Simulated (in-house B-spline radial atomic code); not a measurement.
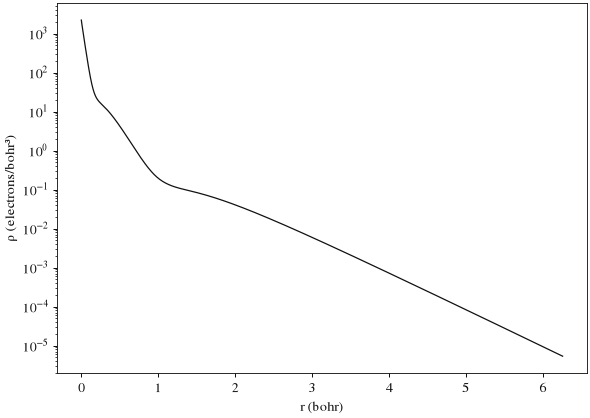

The P⁺ ion in the configuration [Ne] 3s2 3p2 (open shells shared over both j by 2j + 1). Level of theory: Dirac-Hartree-Fock, average of configuration, Fermi nucleus, basis-set limit. Computed with an in-house B-spline radial code.

```
Z = 15
electrons = 14.0
configuration = [Ne] 3s2 3p2
hamiltonian = dirac
method = hf
spin_polarised = False
nucleus = fermi
rms_radius = 3.1889
mass_number = 31
atomic_mass = 30.97376199768
speed_of_light = 137.035999084
```

The plot shows the electron density ρ(r) on a logarithmic scale.

Question: What does the plot show?

Answer: The density falls from 2200 electrons/bohr³ at the inner end (r = 0.0013 bohr) to 0.001 at r = 3.85 bohr, a common measure of the size of an atom or ion. The steps in the slope mark the shells; the radial density has its minima at 0.18 and 1.2 bohr.
